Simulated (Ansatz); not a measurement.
# Fields on a plane of C (diamond)

```yaml
crystal:
  lattice:
    - [0.00000, 1.78578, 1.78578]
    - [1.78578, 0.00000, 1.78578]
    - [1.78578, 1.78578, 0.00000]
  atoms:
    - { symbol: C, position: [0.50000, 0.50000, 0.50000] }
    - { symbol: C, position: [0.75000, 0.75000, 0.75000] }
```

The slice is a {100} plane (indices of the conventional cell) through the point (0.750, 0.750, 0.750) (fractional), spanned by u = [100] and v = [0 1 -1] in vectors of this cell: u (2.53 Å) and v (2.53 Å, at 90° to u). It covers one period; positions are fractions (u, v).

Atoms on it: C at (0.00, 0.00). Other atoms lie within 1 Å of the plane.

The numbers are results of PBE (plane waves to 420 eV, PAW, scalar-relativistic; Ansatz, a program for electronic structure), not measurements. k mesh 16×16×16. These are valence fields of a PAW run, semicore shells included where kept as valence: close to a nucleus they are smooth pseudo fields. C was relaxed with its symmetry unable to fall.

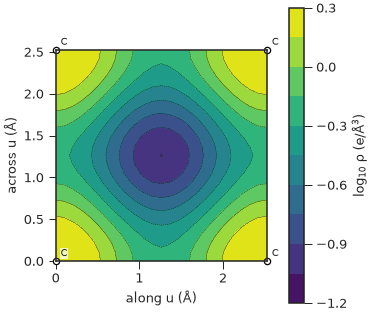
Figure. Log₁₀ of the valence density in e/Å³, one period of the plane, atoms marked. The scale is logarithmic, as a density can span decades between atoms and voids.

```
|xxxxxxxxxxxx    ..--==========--..    xxxxxxxxxx|
|xxxxxxxxxxxx    ::====++++++====::    xxxxxxxxxx|
|xxxxxxxxxx      --++++++++++++++--      xxxxxxxx|
|xxxxxxxxxx    ::==**************==::    xxxxxxxx|
|xxxxxx      ::==**##############**==::      xxxx|
|          ::==**####%%%%%%%%%%####**==::        |
|        ::==**##%%%%%%%%%%%%%%%%%%##**==::      |
|....::--==**##%%%%@@@@@@@@@@@@@@%%%%##**==--::..|
|----==++****##%%@@@@@@@@@@@@@@@@@@%%##****++==--|
|======++**##%%%%@@@@@@@@@@@@@@@@@@%%%%##**++====|
|====++++**##%%%%@@@@@@@@@@@@@@@@@@%%%%##**++++==|
|====++++**##%%%%@@@@@@@@@@@@@@@@@@%%%%##**++++==|
|====++++**##%%%%@@@@@@@@@@@@@@@@@@%%%%##**++++==|
|======++**##%%%%@@@@@@@@@@@@@@@@@@%%%%##**++====|
|----==++****##%%@@@@@@@@@@@@@@@@@@%%##****++==--|
|....::--==**##%%%%@@@@@@@@@@@@@@%%%%##**==--::..|
|        ::==**##%%%%%%%%%%%%%%%%%%##**==::      |
|          ::==**####%%%%%%%%%%####**==::        |
|xxxxxx      ::==**##############**==::      xxxx|
|xxxxxxxxxx    ::==**************==::    xxxxxxxx|
|xxxxxxxxxx      --++++++++++++++--      xxxxxxxx|
|xxxxxxxxxxxx    ::====++++++====::    xxxxxxxxxx|
|xxxxxxxxxxxx    ..--==========--..    xxxxxxxxxx|
|xxxxxxxxxxxx    ..--==========--..    xxxxxxxxxx|
```
Scale: ten equal steps from 4.00 (start of ' ') to 12.33 (end of '@'), in the order ' .:-=+*#%@'. Values: electrostatic potential energy of an electron, from the cell's mean, in eV. The map has 24 points along u (two characters each, u = 0 at the left) and 24 along v (v = 0 in the bottom row). Points within 0.6 Å of a nucleus are blanked (x), as the pseudised field means little there. Values under 4 eV are set to 4. The zero, the cell's mean, hangs on the PAW cores.
